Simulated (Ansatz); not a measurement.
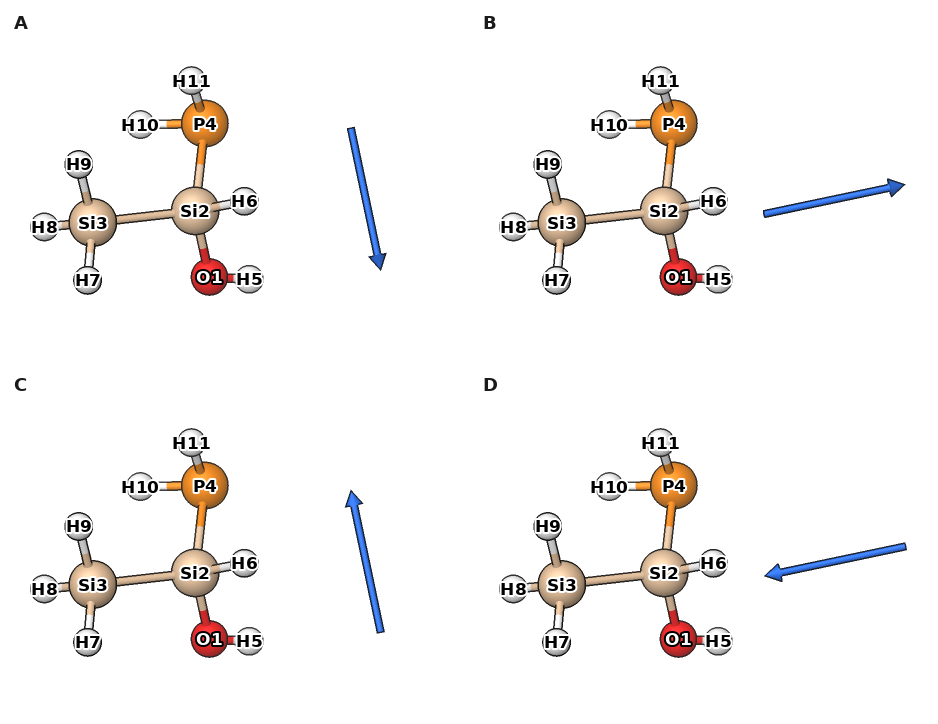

The same molecule four times, each with an arrow. The computed structure is the end point of a PBE0-D4/def2-TZVP optimisation. No frequency run is at hand to confirm it as a minimum. Method: RKS ωB97M-V/def2-TZVPP (Ansatz 0.2.0).

### Which arrow points along the dipole moment, from the negative to the positive end?

B. The dipole moment is 0.71 D; it points from the side of H8 to the side of H5, H6 (the outermost atoms at the two ends).
